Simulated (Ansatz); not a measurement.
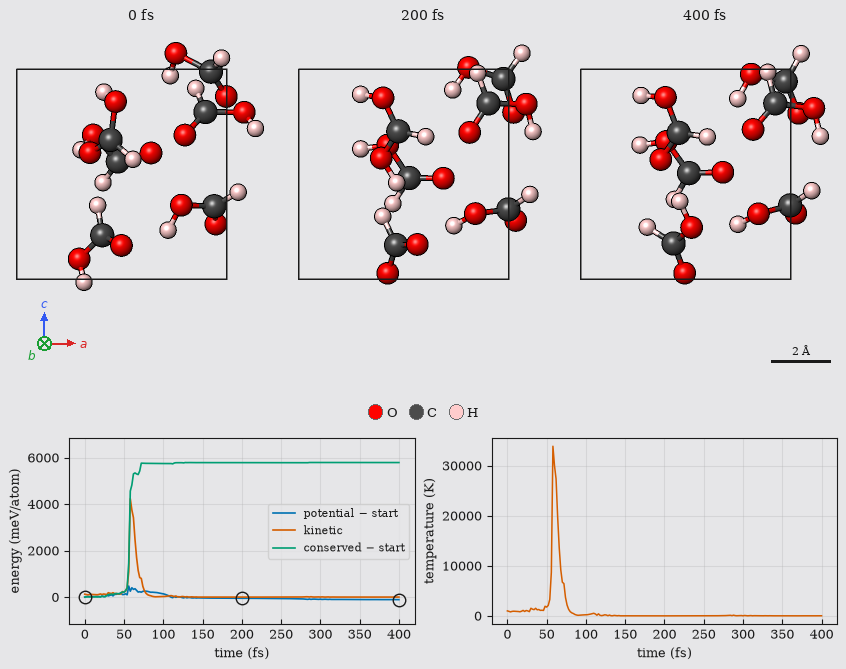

First-principles dynamics of a periodic cell with 6 HCOOH at 1.213 g/cm³, 400 fs long. It starts from the last geometry of an earlier run, with fresh velocities. Frames and the history of the run. Style: ball-and-stick. Shown: the simulation cell, along the b axis. Atoms that leave the cell re-enter on the other side.

Theory: DFT PBE-D3(BJ), scalar-relativistic, plane waves, PAW (Ansatz 0.2.0). Settings: plane-wave cutoff 420 eV; k-point mesh 1 × 1 × 1; Fermi-Dirac smearing 0.05 eV; low-accuracy preset; Nosé-Hoover thermostat (NVT); set temperature 1000 K; time step 2 fs; thermostat time 50.0 fs.

Question: What do the frames and curves show?

Answer: In the second half of the run the atoms are, in the root-mean-square, this far from where they began (common drift taken out): H 5.17 Å, O 0.92 Å, C 0.64 Å. The temperature peaks at 33883 K, at 58 fs, and is 24 K at the end. The conserved quantity moves between 0 and 5800 meV per atom from its start, in jumps that begin near 54 fs. The integration has failed. The time step of 2 fs is long for the fastest vibrations here (lightest element hydrogen).

Limits of the set-up: the program's low-accuracy preset was used; the periodic images lie only 7.2 Å apart, so the values are limited by the cell's size.
